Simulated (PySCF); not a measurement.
**AlSe+: bond curves at several levels of theory**

Aim: find the lowest electronic state of AlSe+, scan its bond at several levels of theory, and get bond length, wavenumber and dissociation energy from each curve.

Program: PySCF 2.14.0. Level of theory: Al def2-SVP, Se def2-SVP, no relativity. These are calculated values, not measurements.

## Step 1: Set-up

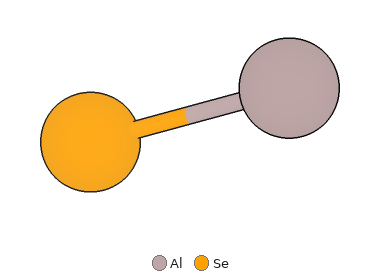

The two atoms at the starting distance (aluminium light grey, selenium orange).

A driver script around PySCF takes these settings:

```
atoms                         : Al, Se
charge                        : 1
basis                         : Al def2-SVP, Se def2-SVP
Hamiltonian                   : no relativity
basis functions               : 50
electrons treated             : 46
masses in u                   : 26.9815, 79.9165
levels                        : PBE0, PBE, r²SCAN, TPSS, PW91, revPBE, HF, MP2, SCS-MP2, CCSD, CCSD(T)
grid                          : 80 radial by 434 angular points
occupations                   : held fixed by the projection of orbital angular momentum
dissociation limit            : Al+ + Se, each in its ground configuration
starting distance in angstrom : 2.410
values of 2S to try           : 0, 2
```

Command:

```
> OMP_NUM_THREADS=1 python dia.py task.json out
```

After this run come: PBE0 along the bond; Higher solutions at PBE0; PBE (GGA); r²SCAN (meta-GGA); TPSS (meta-GGA); PW91 (GGA); revPBE (GGA); UHF (mean field); Correlated methods on the Hartree–Fock reference.

Q: Predict the outcome of this session. Wanted: for each run, Re; ωe; De; μ.

**Answer**, as computed:

Lowest PBE0 solution found, without spin–orbit coupling: ³Π (triplet), unpaired electrons σ ↑, π ↑. State 2 has its PBE0 minimum 0.13 eV higher, as a spin-mixed determinant (⟨S²⟩ = 1.01), so this is no gap between pure states. State 3 has its PBE0 minimum 0.24 eV higher. State 4 has its PBE0 minimum 0.66 eV higher, as a spin-mixed determinant (⟨S²⟩ = 1.01), so this is no gap between pure states. The other levels ran on the lowest alone.

```csv
level,Re (Å),ωe (cm⁻¹),De (eV),μ (D)
UHF,2.333,314,0.258,-7.16
UHF-MP2,2.312,381,0.67,n/a
UHF-SCS-MP2,2.325,361,0.52,n/a
UHF-CCSD,2.358,305,0.483,n/a
UHF-CCSD(T),2.353,322,0.59,n/a
PBE,2.347,346,1.25,-6.09
revPBE,2.356,340,1.13,-6.16
PW91,2.342,349,1.29,-6.10
TPSS,2.332,359,1.26,-6.24
r²SCAN,2.315,375,1.30,-6.46
PBE0,2.325,355,1.09,-6.37
```

De is counted to Al+ + Se in their ground configurations. A positive dipole points from Al to Se; in an ion it is taken about the centre of mass and does not tell which atom is negative.

What this shows: Bond lengths run from 2.312 Å (UHF-MP2) to 2.358 Å (UHF-CCSD). CCSD(T) can't serve as the judge here: for a weak bond in this basis it is far from its limit. Among the levels with a De in the table, it runs from 0.258 eV (UHF) to 1.30 eV (r²SCAN).

Correlated steps freeze 14 core orbitals.
